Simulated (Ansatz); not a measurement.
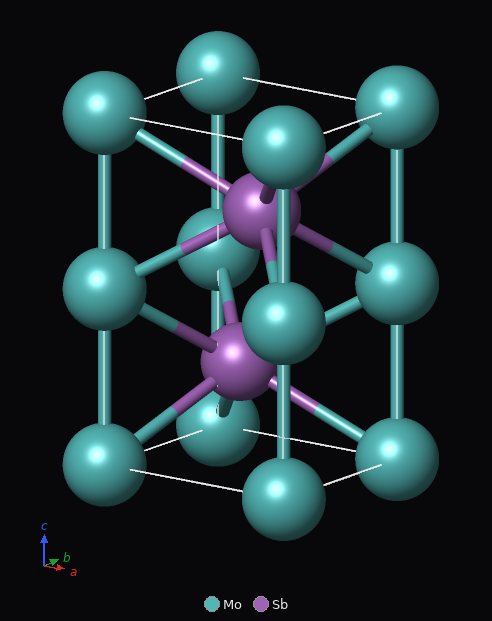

View slightly off an axis, drawn as a ball-and-stick model. The edges of the conventional unit cell are marked.

SbMo, nickel arsenide (NiAs) type, space group P6_3/mmc (No. 194), a = 4.358 Å, b = 4.358 Å, c = 5.253 Å, α = 90.00°, β = 90.00°, γ = 120.00°. Starting structure: a structure type filled with these elements by a generator (whether the compound takes this form wasn't checked). Earlier steps of the study, as a rule a relaxation of our own, may have changed the cell and positions, so they can lie some per cent off the listed ones. It was run through Ansatz as a DFT input.

This one geometry was computed with Ansatz (DFT, plane waves, PAW) at four levels of theory: LDA, PBEsol, PBE with spin-orbit coupling and r2SCAN.

Q: Which level gives the highest pressure at this volume, and what does that say about its equilibrium volume?

A: Highest: PBE with spin-orbit coupling (0.0 GPa), which points to the largest equilibrium volume. Lowest, with the smallest volume: LDA (-7.4 GPa). Levels within 0.5 GPa of each other can't be told apart.

Q: How does the band gap change with the level of theory?

A: All levels give a metal.

Q: Collect the results in a table.

A:
| level | cutoff (eV) | k-mesh of the run's cell | gap (eV) | pressure (GPa) |
| --- | --- | --- | --- | --- |
| LDA | 420 | 10×10×6 | metal | -7.4 |
| PBEsol | 420 | 10×10×6 | metal | -4.8 |
| PBE with spin-orbit coupling | 420 | 10×10×6 | metal | 0.0 |
| r2SCAN | 500 | 10×10×6 | metal | -1.7 |

Gaps are taken on the k-mesh or band path of each run.
